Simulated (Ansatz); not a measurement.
ClFH4W···H2

Input file:

```
crystal:
  periodic: [false, false, false]
  atoms:
    - { symbol: W, position_ang: [0.062237, -0.008655, 0.25063] }
    - { symbol: Cl, position_ang: [1.222527, -0.566023, 2.242248] }
    - { symbol: H, position_ang: [1.100408, -1.144733, -0.382949] }
    - { symbol: H, position_ang: [1.019765, 0.717626, -0.906614] }
    - { symbol: F, position_ang: [-1.56646, 0.895248, -0.006022] }
    - { symbol: H, position_ang: [-0.691285, -1.412437, -0.170581] }
    - { symbol: H, position_ang: [-0.141271, -0.427097, -1.324504] }
    - { symbol: H, position_ang: [0.514653, 2.524815, 1.625935] }
    - { symbol: H, position_ang: [0.790925, 1.964655, 1.971058] }
basis:
  gaussian: { orbitals: def2-SVP }
hamiltonian:
  xc: hf
relax:
  f_tol: 0.03
  max_steps: 50
output:
  orbitals: {}
```

Command:

```sh
ansatz run input.yaml --threads 1 --pin off --max-ram 2048MiB --backend cpu --events-out ev --progress --plain --runs-dir out
```

The fields are those of the run's last geometry, not of the input's.

Core potentials replace the inner electrons of W.

Method: Ansatz 0.2.0, RHF/def2-SVP.

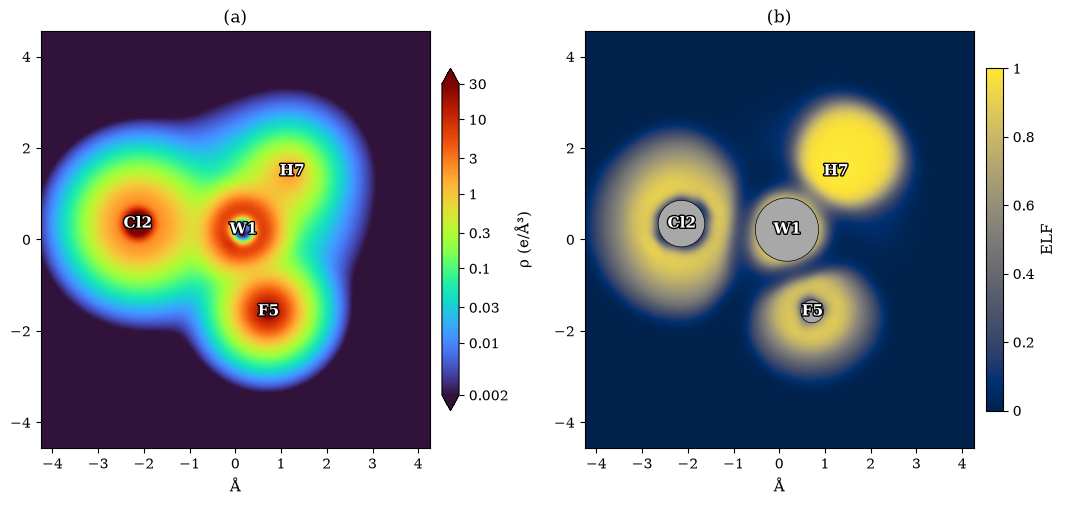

Figure 1. (a) electron density; (b) electron localisation function on the plane of atoms Cl2, W1 and F5. Grey discs cover the atomic cores in the ELF map.

Question: What does the map show?

Answer: Atoms in the plane: W, Cl, F and H. W–F (1.87 Å): ρ at the midpoint is about 1 e/Å³; the ELF peaks at about 0.85 in the valence shell of F, 0.5 Å from its nucleus, and drops to about 0.20 between the two atoms. W–Cl (2.31 Å): ρ is about 0.66 e/Å³ halfway; the ELF peaks at about 0.85 in the valence shell of Cl, 0.8 Å from its nucleus, and is about 0.40 at the midpoint. W–H (1.66 Å): the density is about 1.7 e/Å³ at the midpoint; the ELF climbs to about 1 towards the hydrogen.

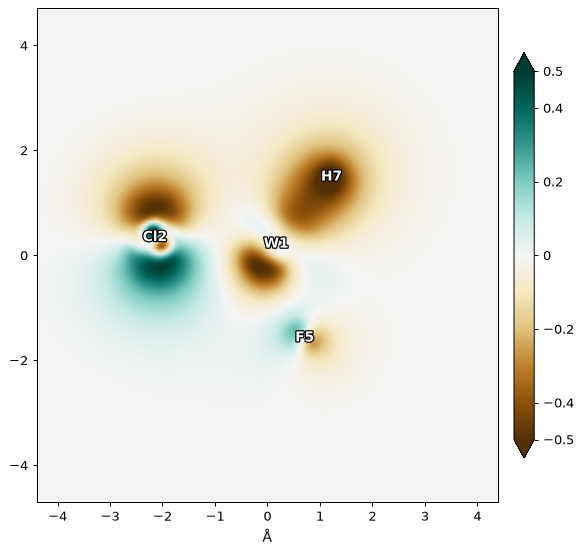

Figure 2. The HOMO−1 on the plane of atoms F5, W1 and H7 (values in Å⁻³ᐟ²; the overall sign is arbitrary).

Question: Describe this orbital and give its energy.

Answer: Its weight (Hirshfeld) is mainly on Cl2 (about 40 %), W1 (about 30 %) and H7 (about 15 %). Its energy is −12.52 eV.

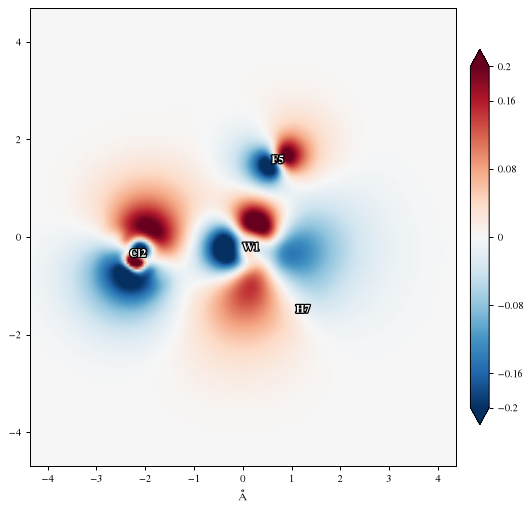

Figure 3. The HOMO on the plane of atoms Cl2, W1 and H7 (values in Å⁻³ᐟ²; the overall sign is arbitrary).

Question: Where does this orbital lie, and at what energy?

Answer: It lies mainly on Cl2 (about 40 %), W1 (about 30 %), H6 (about 15 %) and H3 (about 15 %). Its energy is −11.72 eV.
